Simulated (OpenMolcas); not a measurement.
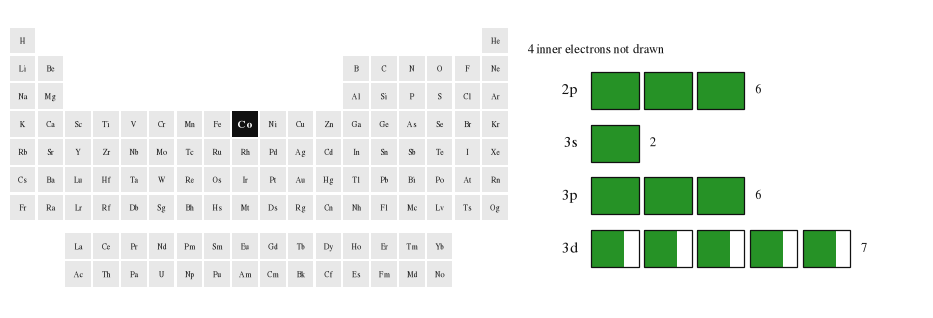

**Figure 1.** Left, the place of cobalt in the periodic table; right, the outer shells of the leading configuration of the lowest level: a box for each of the 2l + 1 orbitals, shaded by the share of the shell that is filled, with the electron count at the right.

## Multiconfigurational calculation: Co²⁺ complex (part 1 of 2)

Co²⁺ with 8 ligands (F; cube, 2.264 Å), embedded in SrF2 by model potentials and point charges, whose field is part of the energies. Computed at this level: state-averaged CASSCF, active space 7 electrons in the shell 3d, basis ANO-RCC-VDZP on the metal and ANO-RCC-VDZP on the ligands, DKH2 scalar Hamiltonian, spin-orbit coupling by RASSI with atomic mean-field integrals (OpenMolcas).

### The input
```
&GATEWAY
Basis set
Co.ANO-RCC-VDZP.
Co1 0.0 0.0 0.0 Angstrom
End of basis
Basis set
F.ANO-RCC-VDZP.
L1 1.307121 1.307121 1.307121 Angstrom
L2 1.307121 1.307121 -1.307121 Angstrom
L3 1.307121 -1.307121 1.307121 Angstrom
L4 1.307121 -1.307121 -1.307121 Angstrom
End of basis
Basis set
Sr.EMB-AIMP.Pascual.0s.0s.ECP.SrF2.
PseudoCharge
* 21 symmetry-unique lattice sites within 7.6 angstrom
End of basis
Basis set
F.EMB-AIMP.Pascual.0s.0s.ECP.SrF2.
PseudoCharge
* 40 symmetry-unique lattice sites within 7.6 angstrom
End of basis
Symmetry
XYZ
AngMom=0.0 0.0 0.0
AMFI
RICD
XField
1348 Angstrom 0
* Evjen-weighted lattice charges
&SEWARD
&RASSCF
FileOrb=start.orb
Symmetry=1
Spin=4
nActEl=7 0 0
Inactive=23 26
Ras2=5 0
CIRoot=10 10 1
SDav=10
CIMx=300
Iter=150 100
PrWF=0.3
OrbListing=Nothing
MaxOrb=0
LevShft=1.0
>>> COPY $Project.JobIph JOB001
&RASSCF
FileOrb=start.orb
Symmetry=1
Spin=2
nActEl=7 0 0
Inactive=23 26
Ras2=5 0
CIRoot=40 40 1
SDav=40
CIMx=300
Iter=150 100
PrWF=0.3
OrbListing=Nothing
MaxOrb=0
LevShft=1.0
>>> COPY $Project.JobIph JOB002
&RASSI
NrOfJobIphs=2 10 40
1 2 3 4 5 6 7 8 9 10
1 2 3 4 5 6 7 8 9 10 11 12 13 14 15 16 17 18 19 20 21 22 23 24 25 26 27
28 29 30 31 32 33 34 35 36 37 38 39 40
IphNames
JOB001
JOB002
EJob
SpinOrbit
DIPRint=1.0
SOCoupling=1000.0
Subsets=2
Property=9
'ANGMOM' 1 'ANGMOM' 2 'ANGMOM' 3 'MLTPL  1' 1 'MLTPL  1' 2 'MLTPL  1' 3
'AMFI' 1 'AMFI' 2 'AMFI' 3
SOProperty=3
'ANGMOM' 1 'ANGMOM' 2 'ANGMOM' 3
```

The file start.orb holds starting orbitals from an earlier step. A driver script formed the levels outside the program, from RASSI's spin-orbit matrix and the active-space energies, averaged over the components of each term or state.

Launched with:
```bash
OMP_NUM_THREADS=1 MOLCAS_MEM=2457 MOLCAS_PROJECT=a pymolcas a.inp > a.log  # once for each step of the input, in one work folder
```

### The program's output (extracts)
```
--- SEWARD ---
Basis set label: CO.ANO-RCC...5S4P2D1F.

      Electronic valence basis set:
      ------------------
      Associated Effective Charge  27.000000 au
      Associated Actual Charge     27.000000 au
      Nuclear Model: Point charge

      Shell  nPrim  nBasis  Cartesian Spherical Contaminant
         s      21       5        X
         p      15       4        X
         d      10       2                 X
         f       6       1                 X
                  Relativistic Douglas-Kroll-Hess integrals:
                    - DKH order of Hamiltonian: 2
                    - DKH order of Properties : 0
                  Atomic mean-field integrals
--- RASSCF ---
Wave function specifications:
      -----------------------------

      Number of closed shell electrons          98
      Number of electrons in active shells       7
      Max number of holes in RAS1 space          0
      Max nr of electrons in RAS3 space          0
      Number of inactive orbitals               49
      Number of active orbitals                  5
      Number of secondary orbitals              92
      Spin quantum number                      1.5
      State symmetry                             1
Orbital specifications:
      -----------------------

      Symmetry species                           1   2
                                                ag  au
      Frozen orbitals                            0   0
      Inactive orbitals                         23  26
      Active orbitals                            5   0
      RAS1 orbitals                              0   0
      RAS2 orbitals                              5   0
      RAS3 orbitals                              0   0
      Secondary orbitals                        43  49
      Deleted orbitals                           0   0
      Number of basis functions                 71  75
      Number of CSFs                            10
      Number of root(s) required                10
      Iter CI   SX   CI       RASSCF       Energy    max ROT     max BLB   max BLB  Level Ln srch  Step   QN
          iter iter root      energy       change     param      element    value   shift minimum  type update
 Nr of preliminary CI iterations:   1
      Total energies have been shifted. Add                -2000.00 au
        1   1   10    0  -189.24849444    0.00E+00  -4.95E-02   20  63 1 -3.22E-01*  1.11   0.00    SX    NO
        2   1   10    0  -189.99804032   -7.50E-01* -1.41E-02    4  37 2  8.15E-02*  0.83   0.00    SX    NO
        3   1   10    0  -190.05152361   -5.35E-02* -4.34E-03   20  63 1  2.70E-02*  0.79   0.00    SX    NO
        4   1    9    0  -190.05681397   -5.29E-03*  2.20E-03    5  38 2  8.09E-03*  0.77   0.00    SX    NO
        5   1    9    0  -190.05812486   -1.31E-03* -2.26E-03   16  29 2  4.71E-03*  0.77   2.06    LS   YES
        6   1    9    0  -190.05860172   -4.77E-04* -1.05E-03    5  38 2 -1.09E-02*  0.77   1.04    QN   YES
        7   1    8    0  -190.05873676   -1.35E-04* -5.79E-04   25  31 1 -2.61E-03*  0.76   1.03    QN   YES
        8   1    7    0  -190.05876919   -3.24E-05* -1.68E-04    5  38 2  6.15E-04*  0.76   1.36    QN   YES
        9   1    7    0  -190.05877264   -3.45E-06*  2.15E-05    6  39 2  1.16E-04*  0.76   1.06    QN   YES
       10   1    6    0  -190.05877277   -1.26E-07*  3.22E-05   28  34 1  4.47E-05   0.76   2.50    LS   YES
       11   1    6    0  -190.05877275    2.31E-08*  1.30E-05    6  39 2 -1.39E-04*  0.76   0.42    LS   YES
       12   1    6    0  -190.05877279   -4.54E-08* -7.50E-06    4  37 2 -7.72E-05   0.76   1.42    QN   YES
       13   1    5    0  -190.05877281   -1.70E-08* -1.66E-06    4  37 2 -1.33E-05   0.76   1.16    QN   YES
       14   1    4    0  -190.05877281   -8.31E-10  -5.96E-07   28  34 1 -2.15E-06   0.76   2.50    QN   YES
      Convergence after 14 iterations
       15   1    4    0  -190.05877281   -1.86E-10  -5.96E-07    4  37 2  7.64E-07   0.76   2.50    QN   YES
      Natural orbitals and occupation numbers for root  1
      sym 1:   1.000000   1.000000   2.000000   1.000000   2.000000
      Natural orbitals and occupation numbers for root  2
      sym 1:   1.000000   1.747725   1.252275   1.252275   1.747725
      Natural orbitals and occupation numbers for root  3
      sym 1:   1.753771   1.000000   1.753771   1.246229   1.246229
::    RASSCF root number  1 Total energy:  -2190.10075342
::    RASSCF root number  2 Total energy:  -2190.08676563
::    RASSCF root number  3 Total energy:  -2190.08676563
::    RASSCF root number  4 Total energy:  -2190.08676563
::    RASSCF root number  5 Total energy:  -2190.07588230
::    RASSCF root number  6 Total energy:  -2190.07588230
::    RASSCF root number  7 Total energy:  -2190.07588230
::    RASSCF root number  8 Total energy:  -2189.99967696
::    RASSCF root number  9 Total energy:  -2189.99967696
::    RASSCF root number 10 Total energy:  -2189.99967696
--- RASSCF ---
Wave function specifications:
      -----------------------------

      Number of closed shell electrons          98
      Number of electrons in active shells       7
      Max number of holes in RAS1 space          0
      Max nr of electrons in RAS3 space          0
      Number of inactive orbitals               49
      Number of active orbitals                  5
      Number of secondary orbitals              92
      Spin quantum number                      0.5
      State symmetry                             1
Orbital specifications:
      -----------------------

      Symmetry species                           1   2
                                                ag  au
      Frozen orbitals                            0   0
      Inactive orbitals                         23  26
      Active orbitals                            5   0
      RAS1 orbitals                              0   0
      RAS2 orbitals                              5   0
      RAS3 orbitals                              0   0
      Secondary orbitals                        43  49
      Deleted orbitals                           0   0
      Number of basis functions                 71  75
      Number of CSFs                            40
      Number of root(s) required                40
      Iter CI   SX   CI       RASSCF       Energy    max ROT     max BLB   max BLB  Level Ln srch  Step   QN
          iter iter root      energy       change     param      element    value   shift minimum  type update
 Nr of preliminary CI iterations:   1
      Total energies have been shifted. Add                -2000.00 au
        1   1    8    0  -189.93782339    0.00E+00  -4.54E-03   24  30 1 -1.53E-02*  0.79   0.00    SX    NO
        2   1    8    0  -189.93826461   -4.41E-04*  2.58E-03    9  39 2 -8.89E-03*  0.80   0.00    SX    NO
        3   1    8    0  -189.93834000   -7.54E-05* -8.28E-04   26  32 1 -2.84E-03*  0.79   0.00    SX    NO
        4   1    8    0  -189.93835427   -1.43E-05*  5.12E-04    9  39 2 -1.53E-03*  0.80   0.00    SX    NO
        5   1    7    0  -189.93835711   -2.84E-06* -2.54E-04   26  32 1 -5.87E-04*  0.80   0.93    QN   YES
        6   1    6    0  -189.93835781   -6.98E-07* -1.07E-04   26  32 1 -1.31E-04*  0.80   1.31    QN   YES
        7   1    5    0  -189.93835784   -2.91E-08* -1.61E-04   12  29 1  1.72E-05   0.80   2.50    LS   YES
        8   1    6    0  -189.93835773    1.03E-07* -1.09E-04   26  32 1  1.95E-04*  0.80   0.03    LS   YES
        9   1    6    0  -189.93835783   -9.38E-08* -4.51E-05   26  32 1  6.29E-05   0.80   1.42    QN   YES
       10   1    5    0  -189.93835784   -1.13E-08*  4.21E-06   12  29 1  1.07E-05   0.80   1.08    QN   YES
       11   1    4    0  -189.93835784   -4.92E-10  -4.89E-06   12  29 1  6.78E-06   0.80   2.50    QN   YES
      Convergence after 11 iterations
       12   1    4    0  -189.93835784   -3.71E-10  -4.89E-06   24  30 1 -1.49E-06   0.80   2.50    QN   YES
      Natural orbitals and occupation numbers for root  1
      sym 1:   1.166159   1.047884   1.834903   1.115398   1.835655
      Natural orbitals and occupation numbers for root  2
      sym 1:   1.053468   1.171744   1.835655   1.104230   1.834903
      Natural orbitals and occupation numbers for root  3
      sym 1:   1.212511   1.158693   1.723196   1.153230   1.752370
::    RASSCF root number  1 Total energy:  -2190.00704871
::    RASSCF root number  2 Total energy:  -2190.00704871
::    RASSCF root number  3 Total energy:  -2190.00495239
::    RASSCF root number  4 Total energy:  -2190.00495239
::    RASSCF root number  5 Total energy:  -2190.00495239
::    RASSCF root number  6 Total energy:  -2190.00203548
::    RASSCF root number  7 Total energy:  -2189.99897207
::    RASSCF root number  8 Total energy:  -2189.99897207
::    RASSCF root number  9 Total energy:  -2189.99897207
::    RASSCF root number 10 Total energy:  -2189.97880573
::    RASSCF root number 11 Total energy:  -2189.97880573
::    RASSCF root number 12 Total energy:  -2189.97880573
::    RASSCF root number 13 Total energy:  -2189.97706269
::    RASSCF root number 14 Total energy:  -2189.97706269
::    RASSCF root number 15 Total energy:  -2189.97706269
::    RASSCF root number 16 Total energy:  -2189.97029273
::    RASSCF root number 17 Total energy:  -2189.97029273
::    RASSCF root number 18 Total energy:  -2189.96832452
::    RASSCF root number 19 Total energy:  -2189.96832452
::    RASSCF root number 20 Total energy:  -2189.96832452
::    RASSCF root number 21 Total energy:  -2189.96597297
::    RASSCF root number 22 Total energy:  -2189.96597297
::    RASSCF root number 23 Total energy:  -2189.96597297
::    RASSCF root number 24 Total energy:  -2189.95985258
::    RASSCF root number 25 Total energy:  -2189.95985258
::    RASSCF root number 26 Total energy:  -2189.95985258
::    RASSCF root number 27 Total energy:  -2189.95290090
::    RASSCF root number 28 Total energy:  -2189.95290090
::    RASSCF root number 29 Total energy:  -2189.89135626
::    RASSCF root number 30 Total energy:  -2189.88981198
```

(Continued in part 2.) Outcome of the run: converged.
